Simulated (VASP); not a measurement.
# SrScIr2 with r2SCAN: from relaxation to properties, part 2 of 4

Wanted: the relaxed cell of SrScIr2 and its properties. The cell is generated by rule, not measured, and may not be a known phase. Left out of this account: 1 further run (core levels: core levels are not valid at this level).

VASP 6.6.1, plane waves and PAW; the level of theory is named at each step.

Still holding for the runs below: This run has no spin polarisation. Its electron count is odd, so without a moment it is a metal by construction. The k-mesh is coarse for a metal.

So far. Step 2 (Rough relaxation of the start cell): It ends with forces that vanish by symmetry and a pressure of 0.03 GPa. The relaxed cell has a = 4.631, c = 5.249 Å (conventional setting).

## (3) Relaxing cell and atoms (r2SCAN)

Level of this step: r2SCAN; plane waves and PAW (Sr_sv, Sc_sv, Ir); invented cell (VASP).

Properties are meant for the cell that this level of theory prefers, so cell and atoms are relaxed first (ISIF = 3) until forces and stress are small; EDIFFG sets the threshold.

The input, INCAR:

```
SYSTEM = SrScIr2
PREC = Accurate
ENCUT = 400
EDIFF = 1E-06
NELM = 100
ISMEAR = 0
SIGMA = 0.05
LREAL = .FALSE.
ALGO = Normal
METAGGA = R2SCAN
LASPH = .TRUE.
NBANDS = 25
LORBIT = 11
LWAVE = .FALSE.
LCHARG = .FALSE.
KPAR = 2
IBRION = 2
NSW = 60
ISIF = 3
EDIFFG = -0.01
```

The input, POSCAR:

```
SrScIr2
1.0
    4.6306006160     -0.0000000003      0.0000000000
   -2.3153003136      4.0102177701      0.0000000000
    0.0000000000      0.0000000000      5.2494884629
Sr Sc Ir
1 1 2
Direct
    0.6666666700      0.3333333300      0.5000000000
    0.3333333300      0.6666666700      0.5000000000
    0.3333333300      0.6666666700      0.0000000000
    0.6666666700      0.3333333300      0.0000000000
```

The input, KPOINTS:

```
Automatic mesh
0
Gamma
6 6 4
0 0 0
```

PAW data sets: Sr_sv, Sc_sv and Ir (PBE family, release 64).

The run is started by

```console
mpirun -np 2 vasp_std
```

Log:

```text
[banner, memory and clock lines left out]
running    2 mpi-ranks, on    1 nodes
 distrk:  each k-point on    1 cores,    2 groups
 distr:  one band on    1 cores,    1 groups

 POSCAR found type information on POSCAR SrScIr
 POSCAR found :  3 types and       4 ions
 [... a notice as in an earlier step ...]

 LDA part: xc-table for (None), standard interpolation
 POSCAR, INCAR and KPOINTS ok, starting setup
 FFT: planning ... GRIDC
 FFT: planning ... GRID_SOFT
 FFT: planning ... GRID
 WAVECAR not read
 entering main loop
       N       E                     dE             d eps       ncg     rms          rms(c)
DAV:   1     0.328121697472E+03    0.32812E+03   -0.15974E+04  1050   0.126E+03
DAV:   2    -0.891858712357E+02   -0.41731E+03   -0.41056E+03  1090   0.486E+02
DAV:   3    -0.135207004912E+03   -0.46021E+02   -0.44815E+02  1795   0.143E+02
DAV:   4    -0.139444217398E+03   -0.42372E+01   -0.41311E+01  1932   0.384E+01
DAV:   5    -0.139615016985E+03   -0.17080E+00   -0.17013E+00  1516   0.613E+00    0.355E+01
DAV:   6    -0.126930198393E+03    0.12685E+02   -0.23377E+01  1740   0.376E+01    0.130E+01
DAV:   7    -0.129085193439E+03   -0.21550E+01   -0.42949E+01  1796   0.272E+01    0.212E+01
DAV:   8    -0.126194036692E+03    0.28912E+01   -0.44758E+01  1711   0.315E+01    0.799E+00
DAV:   9    -0.126327357590E+03   -0.13332E+00   -0.24841E+00  1614   0.123E+01    0.516E+00
DAV:  10    -0.126220376511E+03    0.10698E+00   -0.60195E-01  1619   0.711E+00    0.233E+00
DAV:  11    -0.126200254116E+03    0.20122E-01   -0.20569E-01  1676   0.356E+00    0.557E-01
DAV:  12    -0.126202020095E+03   -0.17660E-02   -0.13450E-02  1686   0.108E+00    0.293E-01
DAV:  13    -0.126201586720E+03    0.43338E-03   -0.44647E-03  1683   0.540E-01    0.945E-02
DAV:  14    -0.126201594801E+03   -0.80811E-05   -0.25365E-04  1648   0.130E-01    0.564E-02
DAV:  15    -0.126201605592E+03   -0.10791E-04   -0.60980E-05  1859   0.593E-02    0.157E-02
DAV:  16    -0.126201607860E+03   -0.22684E-05   -0.12229E-05  1383   0.316E-02    0.498E-03
DAV:  17    -0.126201608804E+03   -0.94358E-06   -0.15934E-06   835   0.118E-02
   1 F= -.12620161E+03 E0= -.12619819E+03  d E =-.126202E+03
 curvature:   0.00 expect dE= 0.000E+00 dE for cont linesearch  0.000E+00
 trial: gam= 0.00000 g(F)=  0.292E-42 g(S)=  0.793E-03 ort = 0.000E+00 (trialstep = 0.100E+01)
 search vector abs. value=  0.793E-03
 bond charge predicted
       N       E                     dE             d eps       ncg     rms          rms(c)
DAV:   1    -0.126207806538E+03   -0.61987E-02   -0.22815E-01  1295   0.535E+00    0.932E-01
DAV:   2    -0.126203766819E+03    0.40397E-02   -0.35289E-02  1397   0.159E+00    0.407E-01
DAV:   3    -0.126203946779E+03   -0.17996E-03   -0.35991E-02  1684   0.126E+00    0.408E-01
DAV:   4    -0.126201334352E+03    0.26124E-02   -0.11868E-02  1651   0.601E-01    0.914E-02
DAV:   5    -0.126201494882E+03   -0.16053E-03   -0.77334E-04  1923   0.251E-01    0.649E-02
DAV:   6    -0.126201459062E+03    0.35820E-04   -0.28887E-04  2011   0.147E-01    0.415E-02
DAV:   7    -0.126201463890E+03   -0.48278E-05   -0.50911E-05  1946   0.626E-02    0.243E-02
DAV:   8    -0.126201465424E+03   -0.15346E-05   -0.10549E-05  1934   0.195E-02    0.894E-03
DAV:   9    -0.126201464800E+03    0.62389E-06   -0.10578E-06   765   0.100E-02
   2 F= -.12620146E+03 E0= -.12619788E+03  d E =0.144003E-03
 trial-energy change:    0.000144  1 .order    0.000131   -0.000793    0.001055
 step:   0.4189(harm=  0.4291)  dis= 0.00000  next Energy=  -126.201774 (dE=-0.165E-03)
 bond charge predicted
       N       E                     dE             d eps       ncg     rms          rms(c)
DAV:   1    -0.126203887444E+03   -0.24220E-02   -0.76905E-02  1277   0.311E+00    0.542E-01
DAV:   2    -0.126202380848E+03    0.15066E-02   -0.10921E-02  1353   0.915E-01    0.197E-01
DAV:   3    -0.126202455817E+03   -0.74968E-04   -0.98490E-03  1692   0.681E-01    0.218E-01
DAV:   4    -0.126201740452E+03    0.71537E-03   -0.38321E-03  1716   0.345E-01    0.614E-02
DAV:   5    -0.126201773491E+03   -0.33040E-04   -0.28616E-04  1758   0.130E-01    0.369E-02
DAV:   6    -0.126201765035E+03    0.84559E-05   -0.10182E-04  2032   0.877E-02    0.252E-02
DAV:   7    -0.126201768515E+03   -0.34797E-05   -0.12958E-05  1528   0.245E-02    0.159E-02
DAV:   8    -0.126201772063E+03   -0.35484E-05   -0.48939E-06  1778   0.130E-02    0.471E-03
DAV:   9    -0.126201772323E+03   -0.25977E-06   -0.50036E-07   590   0.480E-03
   3 F= -.12620177E+03 E0= -.12619829E+03  d E =-.163519E-03
 curvature:  -0.21 expect dE=-0.111E-06 dE for cont linesearch -0.111E-06
 trial: gam=-0.02487 g(F)=  0.178E-42 g(S)=  0.518E-06 ort = 0.202E-04 (trialstep = 0.884E+00)
 search vector abs. value=  0.199E-08
 reached required accuracy - stopping structural energy minimisation
```

Elapsed: 97 s, on 2 MPI ranks of Intel Xeon 6975P-C (Granite Rapids), shared host; peak memory 0.41 GiB; 3.2 min of CPU time.

Parts of OUTCAR (step 3):

```text
  LATTYP: Found a hexagonal cell.
 ALAT       =     4.6306006160
 C/A-ratio  =     1.1336517437

The static configuration has the point symmetry D_3h.

 Found     21 irreducible k-points:

   k-points           NKPTS =     21   k-points in BZ     NKDIM =     21   number of bands    NBANDS=     25

   dimension x,y,z NGX =    30 NGY =   30 NGZ =   36
   dimension x,y,z NGXF=    60 NGYF=   60 NGZF=   72

   ENCUT  =  400.0 eV  29.40 Ry    5.42 a.u.   7.55  7.55  8.56*2*pi/ulx,y,z

   NELECT =      39.0000    total number of electrons

 E-fermi :   3.8221

 k-point     1 :       0.0000    0.0000    0.0000
  band No.  band energies     occupation
    ...
     16       1.8914      2.00000
     17       1.8914      2.00000
     18       2.8174      2.00000
     19       2.8174      2.00000
     20       2.9744      2.00000
     21       5.3324      0.00000
     22       5.3325      0.00000
     23       5.4395      0.00000
     24       6.2861      0.00000
     25       6.2861      0.00000

 k-point     2 :       0.1667    0.0000    0.0000
  band No.  band energies     occupation
    ...
     16       2.2102      2.00000
     17       2.4789      2.00000
     18       2.5567      2.00000
     19       2.9674      2.00000
     20       3.4357      2.00000
     21       4.7399      0.00000
     22       5.0561      0.00000
     23       6.0601      0.00000
     24       6.2488      0.00000
     25       6.3043      0.00000

  Total        0.0016883      0.0016883      0.0061055     -0.0000000     -0.0000000      0.0000000
  in kB        0.0276983      0.0276983      0.1001670     -0.0000000     -0.0000000      0.0000000
  external PRESSURE =       0.0518546 kB  Pullay stress =       0.0000000 kB

  energy-cutoff  :      400.00
  volume of cell :       97.66
      direct lattice vectors                 reciprocal lattice vectors
     4.631927095 -0.000000000  0.000000000     0.215892863  0.124645803 -0.000000000
    -2.315963553  4.011366535 -0.000000000     0.000000000  0.249291605 -0.000000000
     0.000000000  0.000000000  5.255948247     0.000000000  0.000000000  0.190260625

 POSITION                                       TOTAL-FORCE (eV/Angst)
 -----------------------------------------------------------------------------------
      2.31596      1.33712      2.62797        -0.000000      0.000000      0.000000
     -0.00000      2.67424      2.62797         0.000000     -0.000000     -0.000000
     -0.00000      2.67424      5.25595        -0.000000      0.000000      0.000000
      2.31596      1.33712      5.25595         0.000000     -0.000000      0.000000
 -----------------------------------------------------------------------------------
    total drift:                                0.000011     -0.000006     -0.000000

  FREE ENERGIE OF THE ION-ELECTRON SYSTEM (eV)
  ---------------------------------------------------
  free  energy   TOTEN  =      -126.2017723231 eV

  energy  without entropy=     -126.1948087746  energy(sigma->0) =     -126.19829055

 total charge
# of ion       s       p       d       tot
------------------------------------------
    1        2.051   5.856   0.582   8.489
    2        2.212   6.086   1.320   9.618
    3        0.730   0.409   6.973   8.112
    4        0.733   0.364   7.071   8.168
--------------------------------------------------
tot          5.727  12.715  15.946  34.388

[... 2 parts as in an earlier step ...]

[... 7 further parts left out ...]
```

CONTCAR:

```
SrScIr2
   1.00000000000000
     4.6319270952962857   -0.0000000003020242    0.0000000000000000
    -2.3159635532514256    4.0113665348706622   -0.0000000000000000
     0.0000000000000000    0.0000000000000000    5.2559482474245796
  Sr              Sc              Ir
     1     1     2
Direct
     0.6666666699999979    0.3333333300000021    0.5000000000000000
     0.3333333300000021    0.6666666699999979    0.5000000000000000
     0.3333333300000021    0.6666666699999979    1.0000000000000000
     0.6666666699999979    0.3333333300000021    1.0000000000000000
```

Step by step:

| step | energy less that of the first step (eV) | largest force (eV/Å) | pressure (GPa) | volume (Å³) |
| --- | --- | --- | --- | --- |
| 1 | 0.0000 | 0.0000 | 0.20 | 97.48 |
| 2 | 0.0001 | 0.0000 | -0.26 | 97.90 |
| 3 | -0.0002 | 0.0000 | 0.01 | 97.66 |

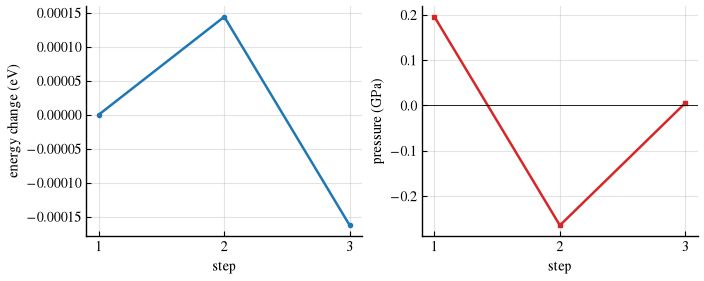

Energy and pressure along the relaxation.

| conventional cell, symmetrised | before | after | change |
| --- | --- | --- | --- |
| a (Å) | 4.631 | 4.632 | +0.0 % |
| b (Å) | 4.631 | 4.632 | +0.0 % |
| c (Å) | 5.249 | 5.256 | +0.1 % |
| volume (Å³/atom) | 24.37 | 24.41 | +0.2 % |

The relaxed structure:

```xyz
4
Lattice="4.6319 0.0000 0.0000 -2.3160 4.0114 0.0000 0.0000 0.0000 5.2559" Properties=species:S:1:pos:R:3 pbc="T T T"
Sr    2.3160    1.3371    2.6280
Sc    0.0000    2.6742    2.6280
Ir    0.0000    2.6742    0.0000
Ir    2.3160    1.3371    0.0000
```

This step gave:

| Item | Value |
| --- | --- |
| irreducible k-points | 21 |
| free energy (TOTEN) | -126.2018 eV |
| energy at zero smearing | -126.1983 eV |
| Fermi energy | 3.822 eV |
| pressure | 0.005185 GPa |
| SCF cycles over all ionic steps | 35 |

It ends with forces that vanish by symmetry and a pressure of 0.01 GPa.

## (4) Density, ELF and potential (r2SCAN)

The relaxed cell gets a fresh self-consistent run, on a basis set for its own volume, to fix the density and to check the remaining stress.

Edit INCAR of step 3 so:

```diff
@@ -14,7 +14,5 @@
 LWAVE = .FALSE.
-LCHARG = .FALSE.
-KPAR = 2
-IBRION = 2
-NSW = 60
-ISIF = 3
-EDIFFG = -0.01
+LCHARG = .TRUE.
+ISIF = 2
+LELF = .TRUE.
+LVHAR = .TRUE.
```

The input, POSCAR:

```
SrScIr2
1.0
    4.6319270953     -0.0000000003      0.0000000000
   -2.3159635533      4.0113665349      0.0000000000
    0.0000000000      0.0000000000      5.2559482474
Sr Sc Ir
1 1 2
Direct
    0.6666666700      0.3333333300      0.5000000000
    0.3333333300      0.6666666700      0.5000000000
    0.3333333300      0.6666666700      0.0000000000
    0.6666666700      0.3333333300      0.0000000000
```

KPOINTS is that of step 3.

The run is started by

```console
mpirun -np 2 vasp_std
```

Log:

```text
[banner, memory and clock lines left out]
running    2 mpi-ranks, on    1 nodes
 distrk:  each k-point on    2 cores,    1 groups
 distr:  one band on    1 cores,    2 groups

 POSCAR found type information on POSCAR SrScIr
 POSCAR found :  3 types and       4 ions
 [... a notice as in an earlier step ...]

 LDA part: xc-table for (None), standard interpolation
|                                                                             |
|           W    W    AA    RRRRR   N    N  II  N    N   GGGG   !!!           |
|           W    W   A  A   R    R  NN   N  II  NN   N  G    G  !!!           |
|           W    W  A    A  R    R  N N  N  II  N N  N  G       !!!           |
|           W WW W  AAAAAA  RRRRR   N  N N  II  N  N N  G  GGG   !            |
|           WW  WW  A    A  R   R   N   NN  II  N   NN  G    G                |
|           W    W  A    A  R    R  N    N  II  N    N   GGGG   !!!           |
|                                                                             |
|     The number of bands has been changed from the values supplied in        |
|     The orbitals not found in the WAVECAR file will be initialized with     |
|     random numbers, which is usually adequate. For correlated               |
|     calculations, however, you should redo the groundstate calculation.     |
|     I found NBANDS = 25. Now, NBANDS = 26.                                  |
|                                                                             |

 POSCAR, INCAR and KPOINTS ok, starting setup
 FFT: planning ... GRIDC
 FFT: planning ... GRID_SOFT
 FFT: planning ... GRID
 WAVECAR not read
 entering main loop
       N       E                     dE             d eps       ncg     rms          rms(c)
DAV:   1     0.315338949110E+03    0.31534E+03   -0.16080E+04  1092   0.122E+03
DAV:   2    -0.933763271551E+02   -0.40872E+03   -0.40094E+03  1108   0.463E+02
DAV:   3    -0.135684387606E+03   -0.42308E+02   -0.40848E+02  1876   0.134E+02
DAV:   4    -0.139452845540E+03   -0.37685E+01   -0.36710E+01  1920   0.359E+01
DAV:   5    -0.139621859207E+03   -0.16901E+00   -0.16825E+00  1720   0.576E+00    0.353E+01
DAV:   6    -0.126963784869E+03    0.12658E+02   -0.22696E+01  1814   0.361E+01    0.130E+01
DAV:   7    -0.129121706055E+03   -0.21579E+01   -0.41031E+01  1912   0.261E+01    0.213E+01
DAV:   8    -0.126196546504E+03    0.29252E+01   -0.43482E+01  1784   0.304E+01    0.796E+00
DAV:   9    -0.126323850346E+03   -0.12730E+00   -0.22749E+00  1722   0.114E+01    0.515E+00
DAV:  10    -0.126220647047E+03    0.10320E+00   -0.52253E-01  1680   0.676E+00    0.235E+00
DAV:  11    -0.126200384423E+03    0.20263E-01   -0.19727E-01  1696   0.349E+00    0.620E-01
DAV:  12    -0.126202387474E+03   -0.20031E-02   -0.15457E-02  1768   0.114E+00    0.299E-01
DAV:  13    -0.126201840507E+03    0.54697E-03   -0.48128E-03  1760   0.533E-01    0.932E-02
DAV:  14    -0.126201862828E+03   -0.22322E-04   -0.28166E-04  1572   0.131E-01    0.592E-02
DAV:  15    -0.126201871231E+03   -0.84027E-05   -0.60691E-05  2024   0.664E-02    0.197E-02
DAV:  16    -0.126201874722E+03   -0.34909E-05   -0.14276E-05  1586   0.293E-02    0.646E-03
DAV:  17    -0.126201875653E+03   -0.93113E-06   -0.12772E-06   784   0.100E-02
   1 F= -.12620188E+03 E0= -.12619839E+03  d E =-.696641E-02
```

Run time: 44 s. Hardware: 2 MPI ranks; peak memory 0.33 GiB.

Parts of OUTCAR (step 4):

```text
  LATTYP: Found a hexagonal cell.
 ALAT       =     4.6319270953
 C/A-ratio  =     1.1347217129

The static configuration has the point symmetry D_3h.

 Found     21 irreducible k-points:

   k-points           NKPTS =     21   k-points in BZ     NKDIM =     21   number of bands    NBANDS=     26

   ENCUT  =  400.0 eV  29.40 Ry    5.42 a.u.   7.55  7.55  8.57*2*pi/ulx,y,z

   NELECT =      39.0000    total number of electrons

 E-fermi :   3.8221

 k-point     1 :       0.0000    0.0000    0.0000
  band No.  band energies     occupation
    ...
     16       1.8915      2.00000
     17       1.8915      2.00000
     18       2.8175      2.00000
     19       2.8175      2.00000
     20       2.9743      2.00000
     21       5.3324      0.00000
     22       5.3324      0.00000
     23       5.4397      0.00000
     24       6.2861      0.00000
     25       6.2861      0.00000
    ...

 k-point     2 :       0.1667   -0.0000    0.0000
  band No.  band energies     occupation
    ...
     16       2.2103      2.00000
     17       2.4789      2.00000
     18       2.5567      2.00000
     19       2.9674      2.00000
     20       3.4356      2.00000
     21       4.7398      0.00000
     22       5.0560      0.00000
     23       6.0603      0.00000
     24       6.2488      0.00000
     25       6.3044      0.00000
    ...

  Total        0.0043551      0.0043551      0.0083529     -0.0000000      0.0000000      0.0000000
  in kB        0.0714509      0.0714509      0.1370392     -0.0000000      0.0000000      0.0000000
  external PRESSURE =       0.0933137 kB  Pullay stress =       0.0000000 kB

  energy-cutoff  :      400.00
  volume of cell :       97.66
      direct lattice vectors                 reciprocal lattice vectors
     4.631927095 -0.000000000  0.000000000     0.215892863  0.124645803  0.000000000
    -2.315963553  4.011366535  0.000000000     0.000000000  0.249291605  0.000000000
     0.000000000  0.000000000  5.255948247     0.000000000  0.000000000  0.190260625

 POSITION                                       TOTAL-FORCE (eV/Angst)
 -----------------------------------------------------------------------------------
      2.31596      1.33712      2.62797         0.000000     -0.000000      0.000000
     -0.00000      2.67424      2.62797        -0.000000     -0.000000      0.000000
     -0.00000      2.67424      0.00000         0.000000      0.000000      0.000000
      2.31596      1.33712      0.00000        -0.000000      0.000000      0.000000
 -----------------------------------------------------------------------------------
    total drift:                                0.000011     -0.000006     -0.000000

  FREE ENERGIE OF THE ION-ELECTRON SYSTEM (eV)
  ---------------------------------------------------
  free  energy   TOTEN  =      -126.2018756531 eV

  energy  without entropy=     -126.1949092462  energy(sigma->0) =     -126.19839245

[... 3 parts as in an earlier step ...]

[... 7 further parts left out ...]
```

Numbers from this step:

| Quantity | Value |
| --- | --- |
| SCF cycles | 17 |
| bands | 26 |
| free energy (TOTEN) | -126.2019 eV |
| energy at zero smearing | -126.1984 eV |
| pressure | 0.009331 GPa |

Valence electrons inside each PAW sphere by angular momentum. Sphere charges, by row:

| atom | s (e) | p (e) | d (e) | tot (e) |
| --- | --- | --- | --- | --- |
| Sr1 | 2.051 | 5.856 | 0.582 | 8.489 |
| Sc2 | 2.212 | 6.086 | 1.32 | 9.618 |
| Ir3 | 0.73 | 0.409 | 6.973 | 8.112 |
| Ir4 | 0.733 | 0.364 | 7.071 | 8.168 |

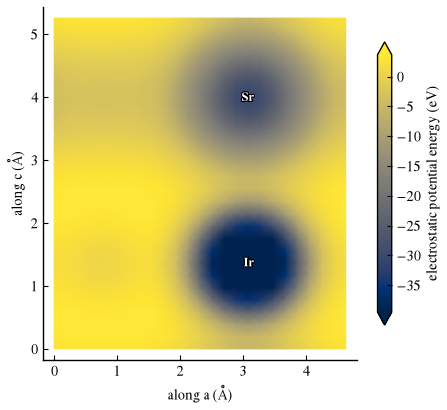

Electrostatic potential energy in the ac plane at fractional y = 0.333, with atoms of Sr and Ir within 0.2 Å of it. With pseudopotentials it is smooth inside the atoms' cores, unlike the true potential. The map starts off the cell's origin, so that atoms lie inside it.

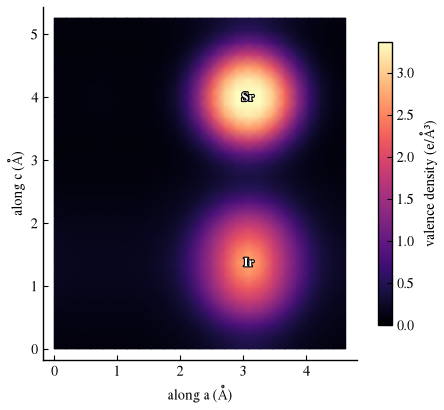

Valence density in the ac plane at fractional y = 0.333, with atoms of Sr and Ir within 0.2 Å of it. It is the smooth field of the valence electrons, not physical close to the nuclei. The map starts off the cell's origin, so that atoms lie inside it.

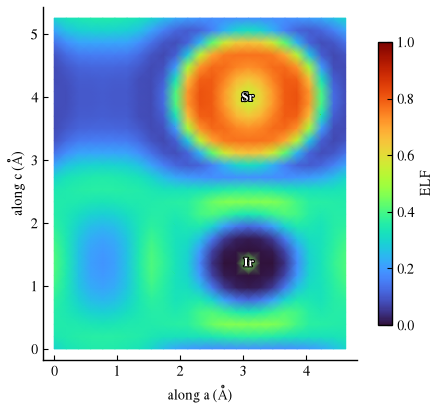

ELF in the ac plane at fractional y = 0.333, with atoms of Sr and Ir within 0.2 Å of it. It is the smooth field of the valence electrons, not physical close to the nuclei. The map starts off the cell's origin, so that atoms lie inside it.

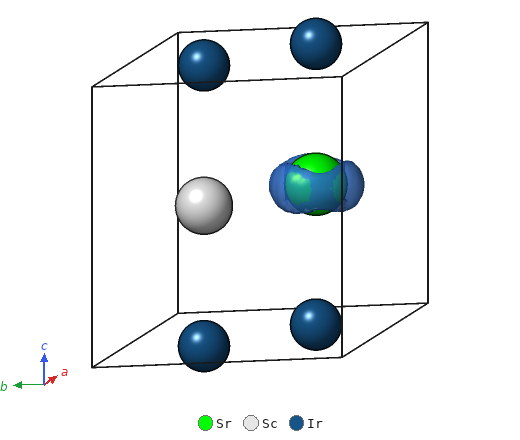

Surface of ELF = 0.79.

In this run the pressure is 0.01 GPa, small enough to go on.

(Continued in part 3 of 4.)

[Lines on the potential files, build, host, timing and source positions are cut from VASP's logs without a mark.]

[Logs are printed without paths, hosts, clocks, repeated set-up lines and the standing remarks that a program may print on its own settings, such as how far it seeks lower states.]

[Hosts, paths, dates, database ids (printed as entryN), source tags and the programs' standing remarks are cut or masked in the printed files.]

[A measured line is paired with the nearest computed mode of its activity, which favours agreement.]
